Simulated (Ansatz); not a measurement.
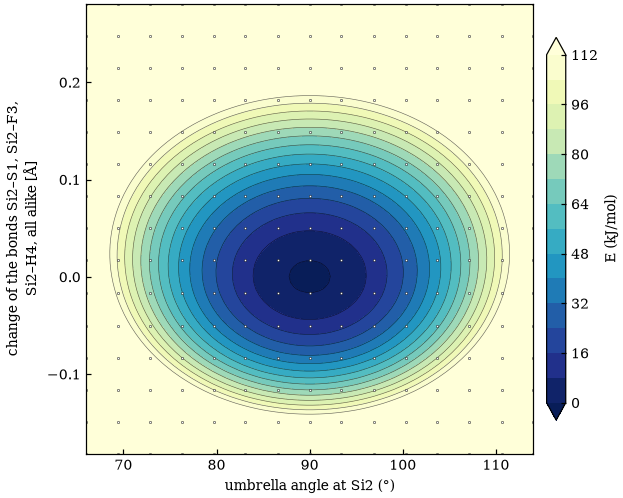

FHSSi, SMILES F[SiH]=S. 
- The first coordinate is: umbrella angle at Si2 (between each of its bonds and their common axis; 90 is planar); the second: change of the bonds Si2–S1, Si2–F3, Si2–H4, all alike.
- Nothing is relaxed (all other coordinates rigid).
- The scan uses a 15 × 15 grid; 120 points were computed and 105 follow by symmetry.
- Points are written as (first, second).
- Energies: kJ/mol, counted from the lowest grid point.
- The calculation used RKS CAM-B3LYP-D4/def2-TZVP (Ansatz).

In the figure: filled contours, dots at the grid points, one colour for all values above the top of the scale. Between grid points the surface is interpolated.

> Where is the minimum, and how stiff is the well along each coordinate?

The interpolated minimum is at the first coordinate ≈ 90.0°, the second coordinate ≈ 0.000 Å. The curvatures there are about 17 eV/rad² and 92 eV/Å², with a cross term of about 0 eV/(rad·Å). Round the minimum the two coordinates are nearly uncoupled. (1 eV is 96.5 kJ/mol.)
